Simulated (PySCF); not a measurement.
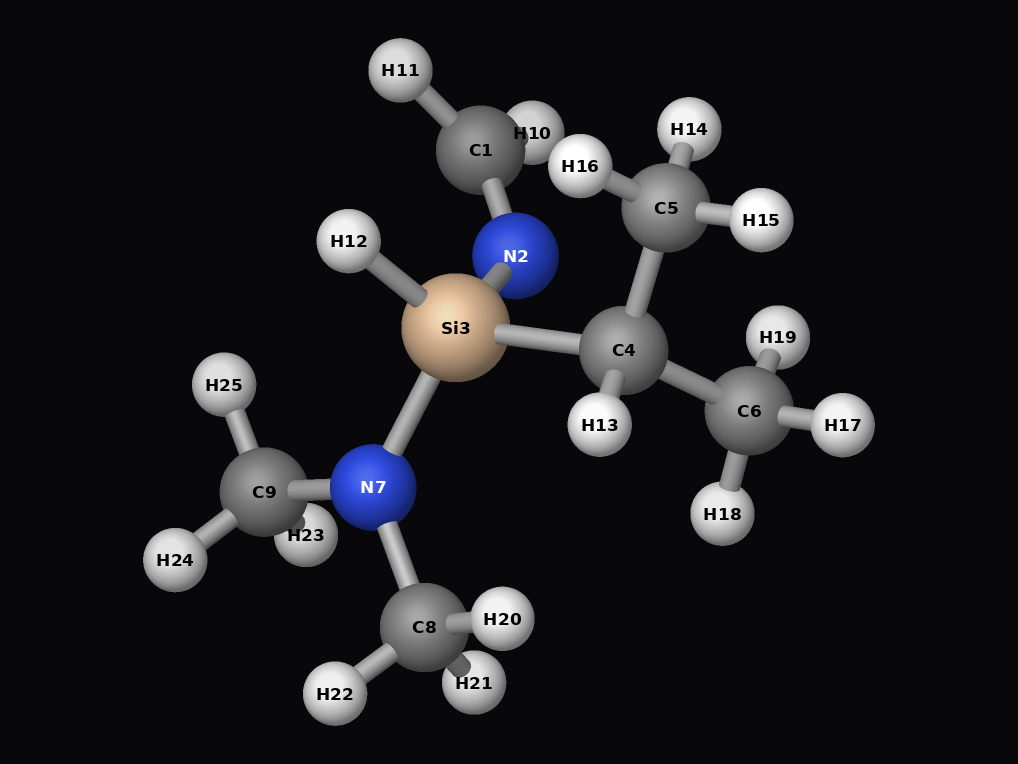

The computed structure is the end point of a GFN2-xTB optimisation. No frequency run is at hand to confirm it as a minimum. Electric field gradients from the ground-state density, PBE0/pcSseg-1 (PySCF 2.14.0), non-relativistic apart from any core potentials.

Give the largest field-gradient component, the quadrupole coupling constant and the asymmetry for 14N at N2 (Q = 20.44 mb), 14N at N7 (Q = 20.44 mb), 2H at H10 (Q = 2.86 mb), 2H at H11 (Q = 2.86 mb).

```
atom  V_zz (a.u.)  e²qQ/h (MHz)     η
  N2       −1.055         −5.07  0.84
  N7       −1.172         −5.63  0.35
 H10        0.308         0.207  0.01
 H11        0.295         0.198  0.02
```

The geometry is semi-empirical. Around Si such bond lengths and angles can be off by a tenth of an ångström or more and by several degrees, and values that hang on the shape move with them.
